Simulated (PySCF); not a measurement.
# C4H6ClF, SMILES `CC/C(F)=C/Cl`: electronic structure

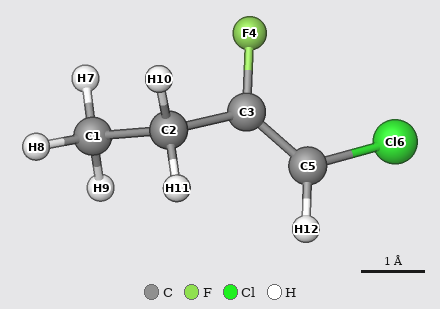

The molecule, with its atoms numbered as below. No frequency check shows the geometry to be a minimum.

Geometry (Å), atoms numbered from 1:

```
C1       2.6391    0.2749   -0.6582
C2       1.7634    0.3500    0.5950
C3       0.3686   -0.0959    0.2934
F4       0.2632   -1.4250    0.0904
C5      -0.6964    0.6871    0.1927
Cl6     -2.2748    0.1149   -0.1852
H7       2.6465   -0.7381   -1.0526
H8       3.6597    0.5617   -0.4193
H9       2.2581    0.9433   -1.4264
H10      2.1762   -0.3088    1.3623
H11      1.7394    1.3683    0.9806
H12     -0.6257    1.7492    0.3514
```

## 1. Bonding charge

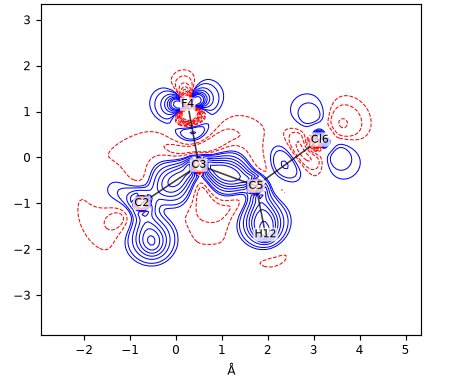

Deformation density (molecule less spherical, spin-averaged free atoms) in the plane of C2, C3, F4, C5, Cl6 and H12; contours at ±0.05 to ±0.8 e/Å³; solid blue lines: gain, dashed red lines: loss.

Method: B3LYP/aug-cc-pVDZ; geometry: GFN2-xTB; program: PySCF.

Q: Describe the bonding that the map shows.

A: C5–H12: +0.74 e/Å³ at the bond critical point (bond length 1.08 Å). C3–C5: +0.72 e/Å³ at the bond critical point (bond length 1.33 Å). C2–C3: +0.50 e/Å³ at the bond critical point (bond length 1.50 Å). C5–Cl6: +0.21 e/Å³ at the bond critical point (bond length 1.72 Å). C3–F4: −0.09 e/Å³ at the bond critical point (bond length 1.35 Å); up to 0.6 Å beside the axis the gain reaches +0.20 e/Å³. In all, 2.7 electrons gather in the regions of gain relative to the promolecule. A small or negative value marks a very polar bond, one between electron-rich atoms, whose free-atom densities already overlap strongly, a long bond to a heavier atom, or a closed-shell contact such as a hydrogen bond.

## 2. Bond critical points

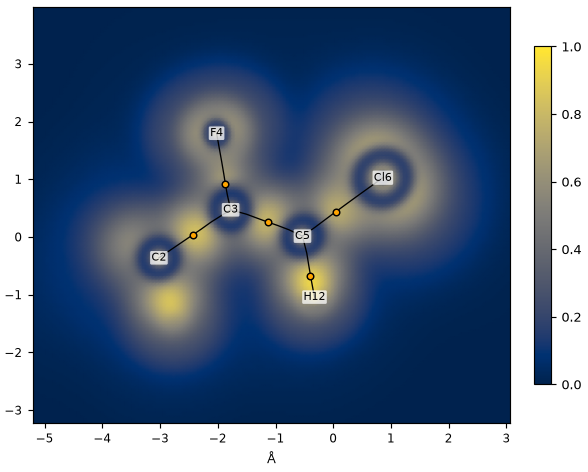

Localised orbital locator (LOL) in the plane of C2, C3, F4, C5, Cl6 and H12, with bond paths and bond critical points (dots).

Q: What values does LOL take at the bond critical points in this plane?

A: C5–H12: about 0.90; C2–C3: about 0.82; C3–C5: about 0.78; C5–Cl6: about 0.74; C3–F4: about 0.44. Values above 0.5 mark slow, localised electrons, as in shared pairs; low values at a critical point mark a polar or closed-shell contact whose critical point lies between the shells.

Q: Where along C3–F4 does the critical point lie?

A: 0.45 Å from C3 and 0.90 Å from F4.

## 3. Electrostatic potential

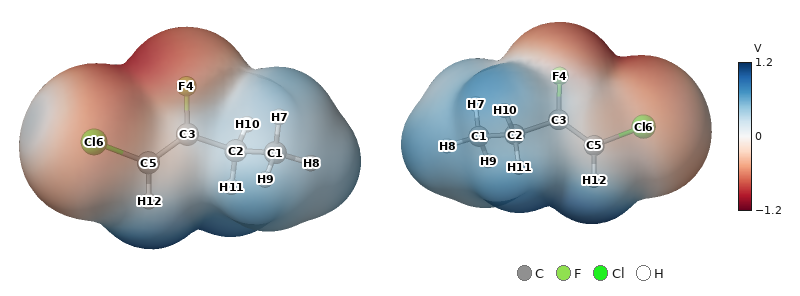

Electrostatic potential on the surface of electron density 0.001 a.u. (back view left, front view right).

Q: Where are the extremes of the potential on the surface?

A: Highest: 1.12 V, 1.3 Å from H12. Further maxima include 0.73 V, 1.4 Å from H10; 0.69 V, 1.3 Å from H8. Lowest: −0.90 V, 1.7 Å from F4. The surface is sampled at points, so like sites can differ by a few per cent and only the strongest of them is named.

Q: Does Cl6 carry a σ-hole?

A: Yes: a local maximum of +0.17 V lies on the extension of the C5–Cl6 bond.

Q: What volume does the surface enclose, and what is the dipole moment?

A: About 133 Å³; the dipole moment is 2.8 D.

## 4. Excited states

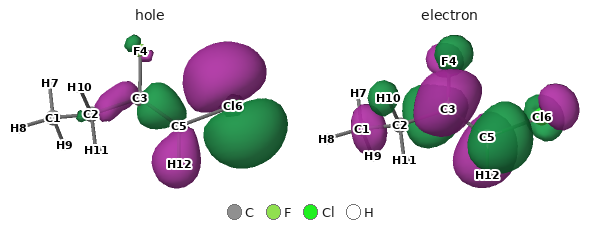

Leading natural transition orbital pair of S₃ (full linear response singlet states); the surfaces enclose about 85 % of each orbital's density.

Computed with PySCF, PBE0/6-31G*, geometry: GFN2-xTB. Without diffuse functions Rydberg states are missing, so the states' numbers hold for this basis only.

Q: What kind of excitation is it, and where does it lie?

A: 7.76 eV (160 nm), f = 0.001 (very weak), charge transfer, whose energy this functional puts too low; the leading pair carries 100 %; hole on Cl6 (81 %) and C5 (8 %), electron on C3 (35 %), C5 (32 %) and Cl6 (9 %); their centroids lie 1.9 Å apart. In canonical orbitals it is mainly HOMO−1 → LUMO (98 %). The HOMO–LUMO gap is 7.44 eV.

## 5. Removing or adding an electron

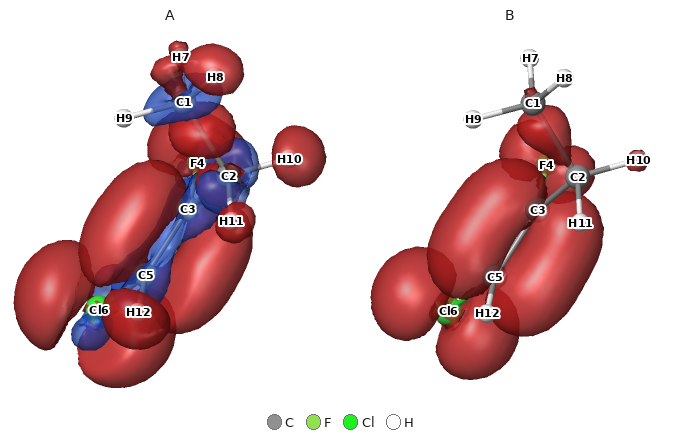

The Fukui function f⁻ from two separate SCF calculations and the density of the HOMO, at ±0.02 e/Å³ (red positive, blue negative).

Level of theory: BP86/6-31G* (PySCF), at a geometry from GFN2-xTB.

Q: Which panel is which, and how good is the frozen-orbital picture?

A: A is f⁻ (it has negative regions), B the HOMO density. The HOMO lies on Cl6 (28 %), C5 (28 %) and C3 (24 %); f⁻ (Hirshfeld-condensed) is largest on Cl6 (0.32); the vertical ionisation energy is 8.91 eV. Relaxation shifts 23 % of the electron between atoms. The orbital energy is −5.68 eV.
